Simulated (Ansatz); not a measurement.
# Debugging a many-body input for FeSi2 (Cmce)

Aim: the G0W0 gap of FeSi2 (Cmce). The first input has a fault.

Main program and level: Ansatz 0.2.0; G0W0 on r2SCAN, plane waves, PAW.

In doubt: one-shot GW on d or f shells is unsure, so the values of those runs are not to be relied on.

## Step 1: Starting point

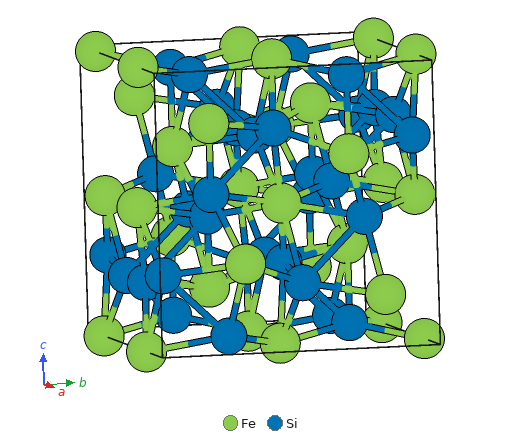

The cell as given, slightly off an axis (iron green, silicon blue). This picture shows the conventional cell, with its axes. Some periodic images of atoms are drawn too.

The cell and positions come from the Crystallography Open Database and are kept as given unless a step says otherwise. The default PAW set here is soft_2. Its files were made with PBE.

## Step 2: First try

Contents of input.yaml:

```yaml
crystal:
  lattice:
    - [4.9315, -3.8955, 0.0]
    - [4.9315, 3.8955, 0.0]
    - [0.0, 0.0, 7.833]
  atoms:
    - { symbol: Fe, position: [0.1914, 0.8086, 0.1851] }
    - { symbol: Fe, position: [0.3086, 0.6914, 0.6851] }
    - { symbol: Fe, position: [0.8086, 0.1914, 0.8149] }
    - { symbol: Fe, position: [0.6914, 0.3086, 0.3149] }
    - { symbol: Fe, position: [0.2146, 0.2146, 0.0] }
    - { symbol: Fe, position: [0.2854, 0.2854, 0.5] }
    - { symbol: Fe, position: [0.7854, 0.7854, 0.0] }
    - { symbol: Fe, position: [0.7146, 0.7146, 0.5] }
    - { symbol: Si, position: [0.3277, 0.4177, 0.2261] }
    - { symbol: Si, position: [0.1723, 0.0823, 0.7261] }
    - { symbol: Si, position: [0.4177, 0.3277, 0.7739] }
    - { symbol: Si, position: [0.0823, 0.1723, 0.2739] }
    - { symbol: Si, position: [0.6723, 0.5823, 0.7739] }
    - { symbol: Si, position: [0.8277, 0.9177, 0.2739] }
    - { symbol: Si, position: [0.5823, 0.6723, 0.2261] }
    - { symbol: Si, position: [0.9177, 0.8277, 0.7261] }
    - { symbol: Si, position: [0.8536, 0.4028, 0.0512] }
    - { symbol: Si, position: [0.6464, 0.0972, 0.5512] }
    - { symbol: Si, position: [0.4028, 0.8536, 0.9488] }
    - { symbol: Si, position: [0.0972, 0.6464, 0.4488] }
    - { symbol: Si, position: [0.1464, 0.5972, 0.9488] }
    - { symbol: Si, position: [0.3536, 0.9028, 0.4488] }
    - { symbol: Si, position: [0.5972, 0.1464, 0.0512] }
    - { symbol: Si, position: [0.9028, 0.3536, 0.5512] }
kpoints:
  mp_grid: { grid: [2, 2, 2] }
hamiltonian:
  xc: r2scan
scf:
  occupations: { method: fixed }
gw:
  n_empty_bands: 4
  ecut_chi: 40
  qp_bands: [v4, c4]
  qp_kpoints: band_edges
  screening: { model: contour_deformation }
```

Launch:

```
ansatz run input.yaml --threads 24 --pin off --max-ram 82944MiB --backend cuda --events-out ev --progress --plain --runs-dir out --devices 1 --max-vram 78GiB
```

Numbers of over 12 decimals in the logs are rounded to 6 here.

What it wrote:

```text
GPUs: using 1 of 1 available (devices: 1).
Engine: ansatz 0.2.0, aarch64-unknown-linux-gnu
Pseudopotentials: kind: paw
Pseudopotential: Fe, paw, valence charge 16, recommended cutoff 500 eV (meta_gga), Fe.paw.azcp
Pseudopotential: Si, paw, valence charge 4, recommended cutoff 500 eV (meta_gga), Si.paw.azcp
Functional definition: r2SCAN
  parameter k0 = 0.174
  parameter k1 = 0.065
  parameter a1 = 4.9479
  exchange = r2scan_x(k0 = k0, k1 = k1, a1 = a1)
  correlation = r2scan_c
[...]
Crystal: 24 atoms, lattice volume = 300.954 Å³
Basis set: ecut = 500 eV, 7647 PW (Γ), exchange–correlation on 192×192×240 points (64 copies of the dense FFT grid, shifted against one another)
Bands: 120, of which v1, the nominal top of the filled ones, is band 96 counted from 1 (95 counted from 0)
Symmetry: 8 space group operations
Space group: Cmce (ITA 64), of the structure as read, at distance tolerance 6.7e-5 Å
k-points: 6 of 8
Non-local potential: Fe, projectors of the file, l = 0: 3, l = 1: 2, l = 2: 3, l = 3: 1
Non-local potential: Si, projectors of the file, l = 0: 2, l = 1: 2, l = 2: 2
PAW form: soft (Blöchl's): semilocal exchange-correlation on the pseudo side does not see the compensation charge
PAW frozen core: Fe, regenerated for the run's functional (the file was generated under x = pbe(κ = 0.804, μ = 0.219515), c = pbe(β = 0.066725))
PAW frozen core: Si, regenerated for the run's functional (the file was generated under x = pbe(κ = 0.804, μ = 0.219515), c = pbe(β = 0.066725))
PAW one-centre angular grid: Fe, 590 points (default); XC on 160 Gauss nodes
PAW one-centre angular grid: Si, 302 points (default); XC on 160 Gauss nodes
Initial density: superposition of atomic densities (neutral atoms: chi_scale 0, normalization atom), corrected by the library's trained network
Initial wavefunctions: pseudopotential atomic-orbital guess
[...]
Functional: x = r2scan, c = r2scan; τ floored in thin density (d = 2e-4 eV/Å³)
SCF iter   1: F=—  HF=-46118.077909 eV  |F-HF|=—  |Δ(HF+E_count)|=         —  Δρ=1.19e-2  dr2=1.96e-1  dr2_τ=7.04e-1  ethr=1.77e-3  ⟨swp⟩=4.5  Hψ=2566  notcnv=0  defer=116
preconditioner: auto → Resta (q_TF=auto, 2.531 Å⁻¹)  ε∞=12.9  [insulator: Δε(μ)=0.979 eV  Ē_g=7.025 eV  n_scr=74 (ndim 8)  ℏωp=24.2 eV  f_vac=0.000  ε∞_Penn≈12.9]
SCF iter   2: F=—  HF=-46118.882750 eV  |F-HF|=—  |Δ(HF+E_count)|=   8.05e-1  Δρ=1.62e-2  dr2=7.19e-1  dr2_τ=5.36e-3  ethr=1.02e-4  ⟨swp⟩=3.0  Hψ=1455  notcnv=0  defer=132
SCF iter   3: F=—  HF=-46118.837306 eV  |F-HF|=—  |Δ(HF+E_count)|=   4.54e-2  Δρ=8.70e-3  dr2=1.76e-1  dr2_τ=2.81e-3  ethr=1.02e-4  ⟨swp⟩=3.0  Hψ=976  notcnv=0  defer=131
SCF iter   4: F=—  HF=-46118.893680 eV  |F-HF|=—  |Δ(HF+E_count)|=   5.64e-2  Δρ=1.86e-2  dr2=1.12e0  dr2_τ=1.10e-2  ethr=9.17e-5  ⟨swp⟩=3.0  Hψ=933  notcnv=0  defer=128  recentre
SCF iter   5: F=—  HF=-46118.831474 eV  |F-HF|=—  |Δ(HF+E_count)|=   6.22e-2  Δρ=3.27e-3  dr2=1.89e-2  dr2_τ=4.75e-4  ethr=9.17e-5  ⟨swp⟩=3.0  Hψ=937  notcnv=0  defer=122
SCF iter   6: F=—  HF=-46118.832433 eV  |F-HF|=—  |Δ(HF+E_count)|=   9.59e-4  Δρ=6.83e-4  dr2=1.10e-3  dr2_τ=7.87e-5  ethr=9.82e-6  ⟨swp⟩=2.3  Hψ=1059  notcnv=0  defer=132
[...]
SCF iter   9: F=—  HF=-46118.832644 eV  |F-HF|=—  |Δ(HF+E_count)|=   2.27e-6  Δρ=4.77e-5  dr2=5.45e-6  dr2_τ=4.02e-8  ethr=3.10e-8  ⟨swp⟩=2.0  Hψ=834  notcnv=0  defer=105
SCF iter  10: F=—  HF=-46118.832644 eV  |F-HF|=—  |Δ(HF+E_count)|=   1.42e-7  Δρ=1.92e-5  dr2=1.00e-6  dr2_τ=1.03e-8  ethr=2.84e-9  ⟨swp⟩=2.0  Hψ=895  notcnv=0  defer=105
SCF iter  11: F=-46118.832644 eV  HF=-46118.832644 eV  |F-HF|=2.77e-9  |Δ(HF+E_count)|=   4.65e-8  Δρ=1.90e-6  dr2=1.36e-8  dr2_τ=4.65e-10  ethr=5.21e-11  ⟨swp⟩=13.2  Hψ=3437  notcnv=0
SCF 1 converged in 11 iterations: F = -46118.832644 eV  dr2 = 1.36e-8
[...]
NSCF: frozen V_eff on 6 k-points
[...]
SCF converged after 11 iterations
[...]
--- G₀W₀: contour deformation, 7 samples at zero and on the imaginary axis and 1 off it, 8 q-points, 4 empty bands' worth ---
  eigenvalues of the whole cell's RPA ε∞ on this k-mesh (on a slab, of 1 + 4πα/V) = 7.3295, 8.6738, 8.8864; static W/v taken at q = 0 is 0.122179
  gw.qp_kpoints: band_edges: 6 of 6 stored k-points solved, in 1 pass; an edge of the gap read off the rows below is read off those points alone
  `?` marks the rows in doubt; gw_qp.tsv's column doubts and the gw_qp event give each row's grounds
    ik  band        ε_KS         Σx   Σc(E_QP)       V_xc       Z   E_QP_lin       E_QP  E_QP is
     0    93     12.6306   -29.7042     4.0829   -26.6987  0.5384    13.6336    13.7081  root ?
     0    94     12.8430   -32.4273     5.1484   -28.1165  0.5191    13.6283    13.6805  root ?
     0    95     12.8806   -30.7777     4.5148   -27.2954  0.5423    13.8439    13.9131  root ?
     0    96     13.0286   -24.0787     2.7571   -22.5941  0.6368    14.2308    14.3011  root
     0    97     14.2704   -23.1140    -2.5481   -27.5509  0.6112    16.5438    16.1593  root ?
     0    98     14.3514   -25.6066    -2.5637   -30.0976  0.5925    16.7074    16.2786  root ?
     0    99     14.4260   -22.7584    -2.1424   -26.7300  0.6222    16.6008    16.2551  root ?
     0   100     14.4865   -17.4080    -2.4777   -21.6165  0.6593    16.5535    16.2174  root ?
     1    93     12.8729   -30.6565     4.3957   -27.2786  0.5408    13.8249    13.8908  root ?
     1    94     12.8729   -30.6565     4.3957   -27.2786  0.5408    13.8249    13.8908  root ?
     1    95     13.0526   -28.7749     3.8579   -26.0621  0.5800    14.1245    14.1977  root ?
     1    96     13.0526   -28.7749     3.8579   -26.0621  0.5800    14.1245    14.1977  root ?
     1    97     14.2390   -23.7909    -2.3449   -27.9851  0.6052    16.4447    16.0882  root ?
     1    98     14.2390   -23.7909    -2.3449   -27.9851  0.6052    16.4447    16.0882  root ?
     1    99     14.6750   -21.8240    -1.8243   -25.6866  0.6490    16.9735    16.7132  root ?
[...]
4    95     12.9749   -22.2436     2.7025   -20.7926  0.6567    14.1574    14.2264  root
     4    96     13.2722   -17.2055     2.4062   -15.6555  0.7011    14.0948    14.1284  root
[...]
5    93     12.7116   -23.8194     2.8308   -22.3141  0.6303    13.9555    14.0371  root
     5    94     12.7116   -23.8194     2.8308   -22.3141  0.6303    13.9555    14.0371  root
[...]
5    96     12.8700   -33.7068     5.3135   -29.2276  0.5064    13.6520    13.7042  root ?
     5    97     14.3639   -23.4565    -2.4844   -27.8330  0.6100    16.6530    16.2560  root ?
     5    98     14.3639   -23.4565    -2.4844   -27.8330  0.6100    16.6530    16.2560  root ?
     5    99     14.5163   -22.9902    -1.9383   -26.8031  0.6344    16.7445    16.3909  root ?
     5   100     14.5163   -22.9902    -1.9383   -26.8031  0.6344    16.7445    16.3909  root ?
```

Elapsed: 4 s, on 1 × NVIDIA GB200 (shared by 2 runs) with 24 threads of Arm Neoverse V2, shared host; peak memory 1.8 GiB.

The column dr2 measures how far the density is from self-consistency, as an energy; F and HF (Harris–Foulkes) agree once it is small.

**Diagnosis.**

The run ended normally, though the input holds a fault or crude settings.

The fault: four empty bands in G0W0. The sums over empty states are cut off almost at the gap, so screening and correlation are far from complete.

It printed a gap of 1.79 eV, which is an artefact of the settings.

## Step 3: A better input

Now the one-shot GW correction: screening in the RPA, then the self-energy of the levels asked for.

Edit input.yaml of step 2 so:

```diff
@@ -37,4 +37,4 @@
 gw:
-  n_empty_bands: 4
-  ecut_chi: 40
+  n_empty_bands: 417
+  ecut_chi: 72
   qp_bands: [v4, c4]
```

What it wrote:

```text
GPUs: using 1 of 1 available (devices: 1).
[...]
Crystal: 24 atoms, lattice volume = 300.954 Å³
Basis set: ecut = 500 eV, 7647 PW (Γ), exchange–correlation on 192×192×240 points (64 copies of the dense FFT grid, shifted against one another)
Bands: 120, of which v1, the nominal top of the filled ones, is band 96 counted from 1 (95 counted from 0)
Symmetry: 8 space group operations
[...]
k-points: 6 of 8
[...]
SCF iter   1: F=—  HF=-46118.077909 eV  |F-HF|=—  |Δ(HF+E_count)|=         —  Δρ=1.19e-2  dr2=1.96e-1  dr2_τ=7.04e-1  ethr=1.77e-3  ⟨swp⟩=4.5  Hψ=2566  notcnv=0  defer=116
[...]
SCF iter   6: F=—  HF=-46118.832433 eV  |F-HF|=—  |Δ(HF+E_count)|=   9.59e-4  Δρ=6.83e-4  dr2=1.10e-3  dr2_τ=7.87e-5  ethr=9.82e-6  ⟨swp⟩=2.3  Hψ=1059  notcnv=0  defer=132
[...]
0    93     12.6306   -29.7042     3.9184   -26.6987  0.6851    13.5276    13.5435  root
     0    94     12.8430   -32.4273     5.2710   -28.1165  0.6767    13.7830    13.8031  root
     0    95     12.8806   -30.7777     4.4024   -27.2954  0.6856    13.7846    13.8007  root
     0    96     13.0286   -24.0787     2.1746   -22.5941  0.7267    13.7129    13.7186  root
     0    97     14.2704   -23.1140    -3.3701   -27.5509  0.6996    15.3658    15.3373  root
     0    98     14.3514   -25.6066    -3.3197   -30.0976  0.6850    15.5582    15.5227  root
     0    99     14.4260   -22.7584    -2.9828   -26.7300  0.7028    15.4428    15.4147  root
     0   100     14.4865   -17.4080    -3.4527   -21.6165  0.7300    15.2554    15.2423  root
[...]
5    97     14.3639   -23.4565    -3.3100   -27.8330  0.6962    15.4592    15.4304  root
     5    98     14.3639   -23.4565    -3.3100   -27.8330  0.6962    15.4592    15.4304  root
     5    99     14.5163   -22.9902    -2.8196   -26.8031  0.7063    15.5379    15.5095  root
     5   100     14.5163   -22.9902    -2.8196   -26.8031  0.7063    15.5379    15.5095  root
[key lines of the parts left out:]
SCF converged after 11 iterations
```

Wall time 6.5 s (1 × NVIDIA GB200 (shared by 2 runs) with 24 threads); peak memory 2.7 GiB; 19 s of CPU time.

Numbers from this step:

- bands summed: 513
- RPA ε∞ on this mesh (eigenvalues): 21.18, 21.87, 21.97
- plane waves in the screening matrix: 417
- q-points in the mesh: 8
- G0W0 gap on the mesh: 1.302 eV
- k of the valence top: -0.5, -0.5, 0
- k of the conduction bottom: 0, 0, 0
- starting gap on the mesh: 0.9668 eV
- Z at the valence top: 0.6650
- Z at the conduction bottom: 0.7300
- least direct G0W0 gap on the computed points: 1.398 eV

The gap on the mesh goes from 0.97 eV to 1.30 eV, a correction of +0.34 eV, though a band edge has moved to another state.

## Step 4: What came out

```yaml
first_try: converged after 4 s
better_run: G0W0 gap on the mesh 1.30 eV (2×2×2 mesh, 417 empty bands, screening to 72 eV)
```

In words: The second run differs in: empty bands and screening cutoff (eV). Bands and cutoff are finite, so the gap is not at the basis limit. The miss can reach some tenths of an eV and take either sign; the mesh is an error of its own. The 2×2×2 mesh is coarse for this cell (its supercell is 13 Å along the shortest edge). The RPA ε∞ on it, from the r2SCAN start, is 21.18, 21.87 and 21.97; such meshes misread the long-range screening, most where the gap is narrow. The runs have no spin polarisation. For a closed low-spin shell that is the natural state; where a d or f shell is open it is a constraint, and the gap is then not the crystal's own. With d states at the gap, one-shot GW leans hard on its start.

[Paths, hosts, dates, memory and timing lines, banners, echoed tables and standing remarks are left out of the program output.]

[Logs are printed without paths, hosts, clocks, repeated set-up lines and the standing remarks that a program may print on its own settings, such as how far it seeks lower states.]

[Runs of the session that timed out or met a known fault of the program may be left out.]

[Cells called generated may have been cut or substituted from an entry of the Crystallography Open Database or the Materials Project.]

[Hosts, paths, dates, database ids (printed as entryN), source tags and the programs' standing remarks are cut or masked in the printed files.]
